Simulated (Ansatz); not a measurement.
## Electronic structure of CH$_{7}$Si$_{2}$ (SMILES [SiH2+]C[SiH3]) (charge +1) in real space

Input file:

```
crystal:
  periodic: [false, false, false]
  atoms:
    - { symbol: Si, position_ang: [-1.41382, 0.61982, -0.86551] }
    - { symbol: C, position_ang: [0.35417, 0.14593, -0.64118] }
    - { symbol: Si, position_ang: [0.87567, -0.59637, 1.13743] }
    - { symbol: H, position_ang: [-2.43512, -0.32976, -1.28639] }
    - { symbol: H, position_ang: [-1.90934, 1.95845, -0.5728] }
    - { symbol: H, position_ang: [0.64609, -0.61305, -1.37215] }
    - { symbol: H, position_ang: [1.0053, 1.00937, -0.80382] }
    - { symbol: H, position_ang: [0.48609, 0.43544, 2.09309] }
    - { symbol: H, position_ang: [2.32366, -0.76164, 1.05185] }
    - { symbol: H, position_ang: [0.12991, -1.84206, 1.25204] }
total_charge: 1
basis:
  gaussian: { orbitals: def2-SVP }
hamiltonian:
  xc: pbe0
  dispersion: d4
relax:
  f_tol: 0.015
  max_steps: 40
output:
  orbitals: {}
```

Command:

```sh
ansatz run input.yaml --threads 1 --pin off --max-ram 2048MiB --backend cpu --events-out ev --progress --plain --runs-dir out
```

The fields are those of the relaxed geometry.

Level of theory: RKS PBE0-D4/def2-SVP in Ansatz 0.2.0.

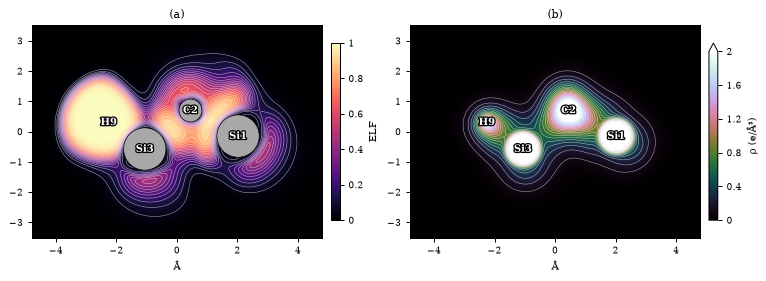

Figure 1. (a) electron localisation function; (b) electron density on the plane of atoms C2, Si3 and H9. Grey discs cover the atomic cores in the ELF map.

What do the fields say about this system?

Answer.
- The section cuts through Si, C and H sites.
- C–Si (1.79 Å): ρ is about 1.1 e/Å³ halfway; the ELF peaks at about 0.95 between the atoms, as expected for a covalent bond.
- C–Si (1.97 Å): ρ is about 0.73 e/Å³ halfway; the ELF peaks at about 0.95 between the atoms, as expected for a shared electron pair.
- Si–H (1.48 Å): ρ is about 0.8 e/Å³ halfway; the ELF climbs to about 1 towards the hydrogen, as it does in any bond to H.

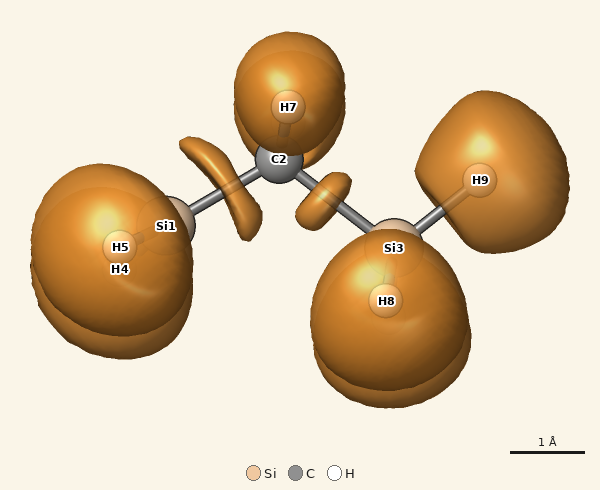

Figure 2. Isosurface of the ELF at 0.85 (orange), seen across its widest extent. Only the valence region is drawn (cores and ρ < 0.01 e/Å³ removed).

Identify the bonds, lone pairs and shells in this picture.

Answer. The surface consists of two regions between bonded C–Si atoms (shared pairs) and seven regions around hydrogen nuclei. Along the contacts the grid gives the following. C–H (1.10 Å): the ELF climbs to about 1 towards the hydrogen; a covalent bond by its length.

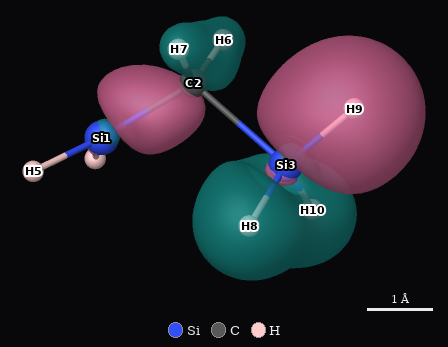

Figure 3. The HOMO at ±0.1 Å⁻³ᐟ² (teal and pink are the two phases), seen at a tilt.

What is the character of this orbital?

Answer. Its weight (Hirshfeld) is mainly on Si3 (about 35 %), H9 (about 35 %), H8 (about 10 %) and H10 (about 10 %). Its energy is −14.29 eV.
